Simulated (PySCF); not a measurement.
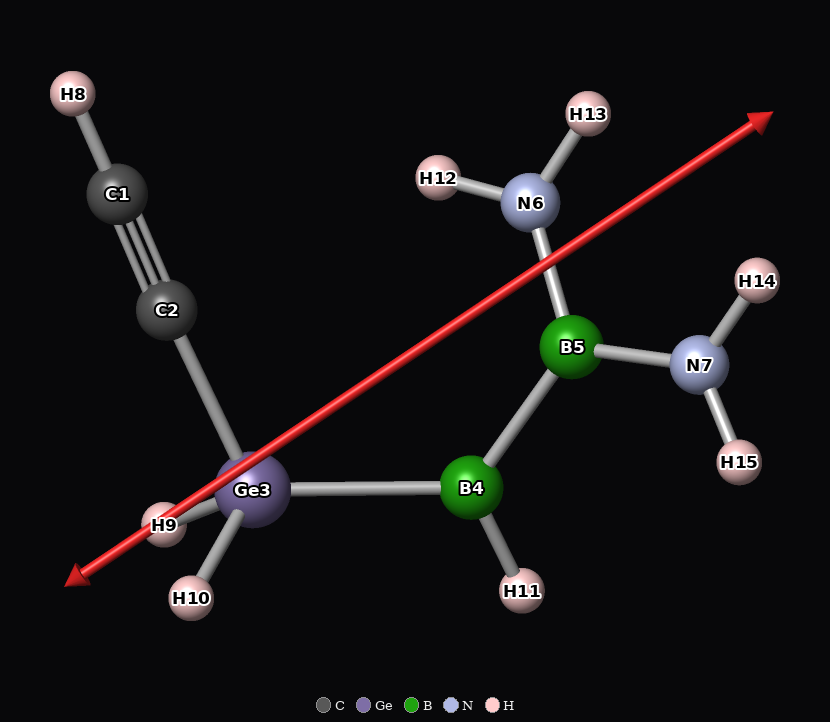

The double arrow shows the direction of the transition dipole to excited singlet state 6 (its length means nothing). The computed structure is the end point of a GFN2-xTB optimisation. No frequency run is at hand to confirm it as a minimum. Level of theory: TDDFT PBE0/def2-SVPD, vertical, gas phase, core orbitals frozen in the response (PySCF 2.14.0).

### Give its energy, strength and character.

5.75 eV (216 nm), oscillator strength 0.060, mainly HOMO−5 → LUMO (weight 0.73); transition dipole 1.66 D.

The geometry is semi-empirical. Around B, Ge such bond lengths and angles can be off by a tenth of an ångström or more and by several degrees, and values that hang on the shape move with them.
